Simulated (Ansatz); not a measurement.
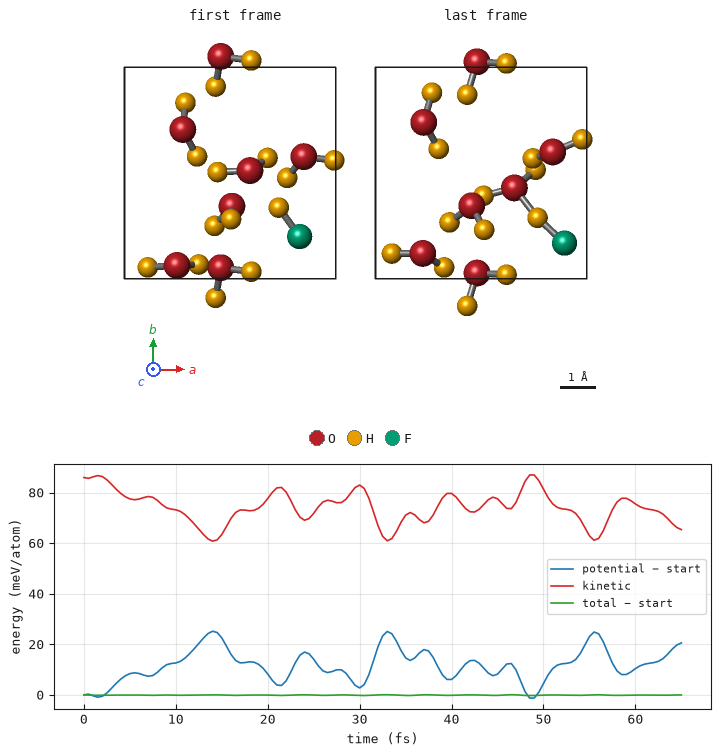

Molecular dynamics of a periodic cell with 6 H2O + 1 HF at 0.904 g/cm³, 65 fs long. It starts from the last geometry of an earlier run, with fresh velocities. A ball-and-stick model of the simulation cell, seen along the c axis.

The calculation used Ansatz 0.2.0, DFT r2SCAN-D3(BJ), scalar-relativistic, plane waves, PAW. Settings: plane-wave cutoff 500 eV; k-point mesh 1 × 1 × 1; Fermi-Dirac smearing 0.02 eV; low-accuracy preset; constant energy (NVE); velocities drawn for 700 K; time step 0.5 fs.

Q: Check the integration.

A: The total energy stays between −0.27 and 0.074 meV per atom of its start. A straight-line fit has a slope that amounts to −0.0033 meV per atom over 65 fs (under 0.1 % of the mean kinetic energy), and the ripple about it is 1.2 % of the kinetic energy's fluctuation. With a drift under 2 % and a ripple under 7 %, the integration is accurate. Over the second half the temperature averages 595 K (spread ±48 K). The potential energy in the second half lies on average 12.8 meV per atom above the first frame.

Limits of the set-up: the program's low-accuracy preset was used; the periodic images lie only 6.2 Å apart, so the values are limited by the cell's size.
